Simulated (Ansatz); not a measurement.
**BNH4 (SMILES BN): BCCD(T)/def2-TZVPP**

Aim: the vertical ionisation energy of BNH4 at BCCD(T)/def2-TZVPP, from 2 runs. 

Program for the calculation: Ansatz 0.2.0.

56 further runs of the same task are left out: 56 set aside as unsound or not needed.

### Step 1. The molecule

The species is BNH4 (6 atoms), meant as a singlet with charge 0. SMILES: `BN`. The coordinates come from a PBE0-D4/def2-TZVP relaxation.

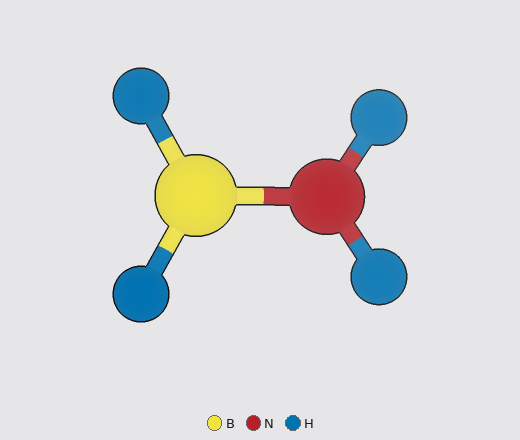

Viewed from a chosen angle; boron yellow, nitrogen red, hydrogen blue.

### Step 2. A single-point energy at BCCD(T)/def2-TZVPP

Input file molecule.yaml:

```yaml
crystal:
  periodic: [false, false, false]
  atoms:
    - symbol: B
      position_ang: [-0.128200, -0.679600, -0.025600]
    - symbol: N
      position_ang: [0.146100, 0.677400, 0.010800]
    - symbol: H
      position_ang: [0.225800, -1.368000, 0.887500]
    - symbol: H
      position_ang: [-0.712000, -1.128700, -0.969200]
    - symbol: H
      position_ang: [-0.121600, 1.313700, -0.720800]
    - symbol: H
      position_ang: [0.632000, 1.121400, 0.771300]
basis:
  gaussian: {orbitals: def2-TZVPP}
correlation: {method: bccd_t, frozen_orbitals: {B: 1, H: 0, "N": 1}}
accuracy: high
scf: {omitted_lower_state_checks: [cluster_reference, increment]}
```

On the command line:

```sh
$ ansatz run molecule.yaml --threads 1 --pin off --max-ram 3480MiB --events-out events.jsonl --progress --plain --runs-dir runs
```

What it wrote (excerpt; [...] marks lines left out):

```text
Warning: RAYON_NUM_THREADS=1 ignored (pool sized by the plan → 1); use --threads N
Functional definition: HF
  name "HF"
[...]
2045 factors; integrals over basis functions are off by at most 3.0e-9 eV
[...]
mean field -2218.53538896 eV, -81.5296717671 hartree, gradient 1.4e-8 eV, S^2 0.000000; 0 other end points of the search recorded, 0 dependent functions left out
2 core orbitals not correlated: weight in the atoms' cores, before any rotation towards them, 1.000 or more for the frozen orbitals, at most 0.000 for the correlated occupied ones
reference -2218.53538896 eV, -81.5296717671 hartree; 6, 6 occupied and 110, 110 virtual orbitals, 2045 factors
second order -8.88987178 eV of doubles, -0.00000000 eV of singles
cycle   1  -9.25724787 eV  change   -3.7e-1 eV  update   6.0e-2
[...]
cycle  21  -9.50769317 eV  change    1.2e-9 eV  update   1.0e-9
perturbative correction -0.34065592 eV, -0.0125188743 hartree
Total energy: -2228.38373805 eV, -81.8915919208 hartree
Checks for a lower state left out: cluster_reference, increment
```

Run time: 44 s. Hardware: 1 thread of Arm Neoverse V1, shared host; peak memory 1.5 GiB.

### Step 3. The doublet cation, same level

Input file molecule.yaml:

```yaml
crystal:
  periodic: [false, false, false]
  atoms:
    - {symbol: B, position_ang: [-0.128200, -0.679600, -0.025600]}
    - {symbol: "N", position_ang: [0.146100, 0.677400, 0.010800]}
    - {symbol: H, position_ang: [0.225800, -1.368000, 0.887500]}
    - {symbol: H, position_ang: [-0.712000, -1.128700, -0.969200]}
    - {symbol: H, position_ang: [-0.121600, 1.313700, -0.720800]}
    - {symbol: H, position_ang: [0.632000, 1.121400, 0.771300]}
basis:
  gaussian: {orbitals: def2-TZVPP}
total_charge: 1
magnetization: {spin_polarized: true, initial_magnetization: 1}
correlation: {method: bccd_t, frozen_orbitals: {B: 1, H: 0, "N": 1}}
accuracy: high
scf: {omitted_lower_state_checks: [cluster_reference, increment]}
```

On the command line:

```sh
$ ansatz run molecule.yaml --threads 1 --pin off --max-ram 3480MiB --events-out events.jsonl --progress --plain --runs-dir runs
```

What it wrote (excerpt; [...] marks lines left out):

```text
Warning: RAYON_NUM_THREADS=1 ignored (pool sized by the plan → 1); use --threads N
[... 2 set-up lines as earlier in the session ...]
[...]
2045 factors; integrals over basis functions are off by at most 3.0e-9 eV
[...]
mean field -2208.86565698 eV, -81.1743156711 hartree, gradient 2.5e-8 eV, S^2 0.758021; 5 other end points of the search recorded, 0 dependent functions left out
2 core orbitals not correlated: weight in the atoms' cores, before any rotation towards them, 1.000 or more for the frozen orbitals, at most 0.000 for the correlated occupied ones
reference -2208.86565698 eV, -81.1743156711 hartree; 6, 5 occupied and 110, 111 virtual orbitals, 2045 factors
second order -7.12680315 eV of doubles, -0.00000000 eV of singles
cycle   1  -7.76560897 eV  change   -6.4e-1 eV  update   4.9e-2
[...]
cycle  25  -7.99159590 eV  change  -3.6e-10 eV  update  9.4e-10
perturbative correction -0.20397158 eV, -0.0074958173 hartree
Total energy: -2217.06122446 eV, -81.4754972207 hartree
Checks for a lower state left out: cluster_reference, increment
```

Run time: 2.2 min. Hardware: 1 thread of Arm Neoverse V1, shared host; peak memory 2.6 GiB.

### Step 4. Outcome

Level: BCCD(T)/def2-TZVPP, 2 core orbitals frozen.

| quantity | value |
| --- | --- |
| singlet BNH4: total energy | -81.89159 Eh |
| singlet BNH4: correlation energy (2 core orbitals frozen) | -361.9 mEh |
| singlet BNH4: (T) correction | -12.52 mEh |
| doublet cation: total energy | -81.47550 Eh |
| doublet cation: correlation energy (2 core orbitals frozen) | -301.2 mEh |
| doublet cation: (T) correction | -7.50 mEh |
| doublet cation: ⟨S²⟩ of the reference determinant | 0.758 |
| vertical ionisation energy (to the doublet cation) | 11.323 eV |

**Reading.** The vertical ionisation energy comes to 11.32 eV (1092 kJ/mol). The triples (singlet BNH4) make up 3.5 % of the correlation energy. The triples (doublet cation) make up 2.5 % of the correlation energy.
